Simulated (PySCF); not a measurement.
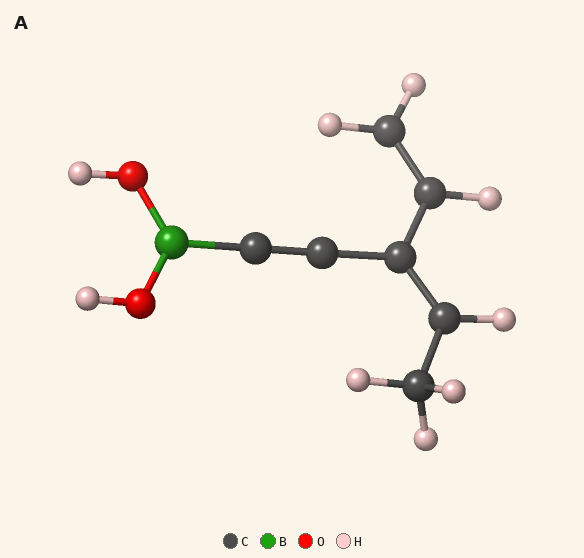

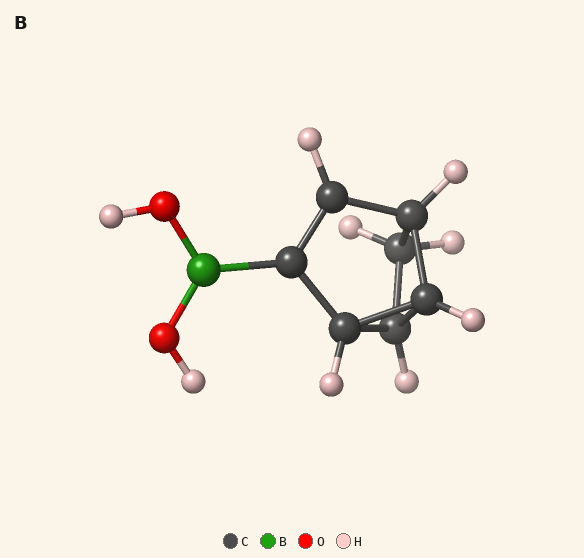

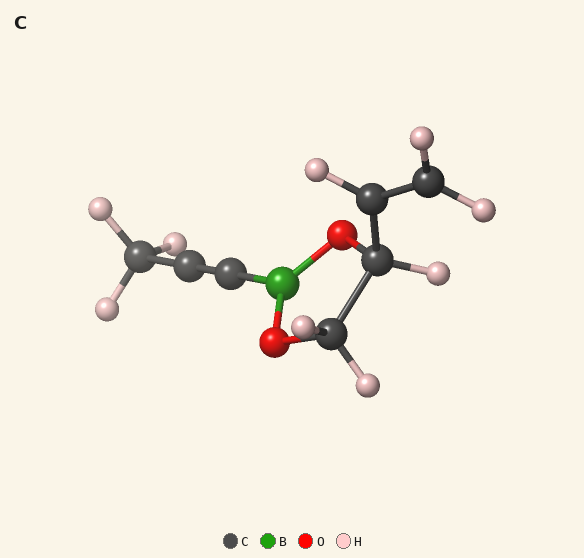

3 stationary structures of one formula. Geometries: GFN2-xTB. Electronic energies: PBE0/pcSseg-1 (PySCF 2.14.0), without zero-point energy. No frequency run is at hand to confirm each as a minimum. Each is one conformer, not always the lowest.

Which is lowest in energy, and by how much?

B is lowest; A lies 52.7 kJ/mol above it, C lies 68.0 kJ/mol above it. A is `C=C/C(C#CB(O)O)=C/C`, B is `OB(O)C1=C[C@@H]2C[C@@H]3[C@H]1[C@@H]32`, C is `C=C[C@H]1COB(C#CC)O1`.

The geometry is semi-empirical. Around B such bond lengths and angles can be off by a tenth of an ångström or more and by several degrees, and values that hang on the shape move with them.
